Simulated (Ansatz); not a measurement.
# A computed series for hypothetical ReO3 type LaBr3: response to strain

Consider LaBr3 in the ReO3 type structure (space group Pm-3m, No. 221; a = 5.8854 Å; a hypothetical phase, not in the database extracts checked). Axes: x, y, z lie along the cube axes.

Strains are applied to the cell and any free atomic positions relax; under biaxial strain the out-of-plane vector relaxes too.

Calculations: PBE/PAW in Ansatz (a first-principles code), no spin-orbit coupling.

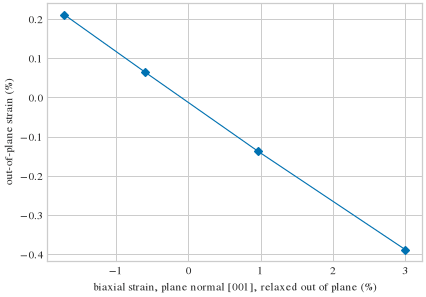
Figure. Out-of-plane strain against biaxial strain, plane normal [001], relaxed out of plane

Problem. From the plot, what is the out-of-plane strain for biaxial strain −0.60 %, plane normal [001], relaxed out of plane?

Solution. About 0.06 %.

Problem. Is the trend monotonic over the range shown?

Solution. Yes, it falls throughout, spanning -0.39 % to +0.21 %.

Stability against distortions was not tested.
